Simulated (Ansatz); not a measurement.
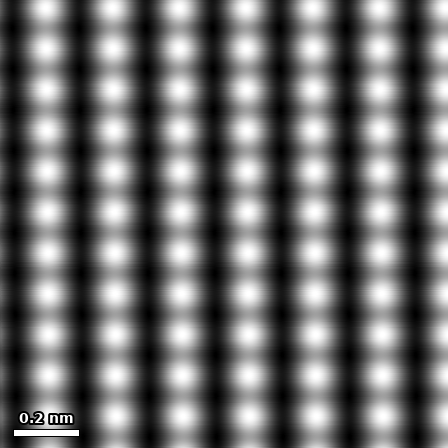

Z-contrast image of a crystal. The image is simulated as a sum over atoms of Z^1.7, blurred by a 0.90 Å probe (no channelling). The display is stretched by a gamma of 0.65; percentages refer to the linear signal. A slight drift was added.

Question: What two-dimensional lattice does the image show, and how large is its cell?

Answer: The pattern repeats on a rectangular net of 1.3 × 2.1 Å.

Question: What is the plane group of the image?

Answer: p2mm: mirror lines in two perpendicular directions, with twofold points where they cross.

Question: How many columns does the smallest repeating cell hold, and how many levels of brightness?

Answer: 1 column in the primitive cell of 2.7 Å², all of one brightness.

The crystal is Cu (Fm-3m, No. 225) seen along [211]. Atomic positions: a calculation's starting geometry.
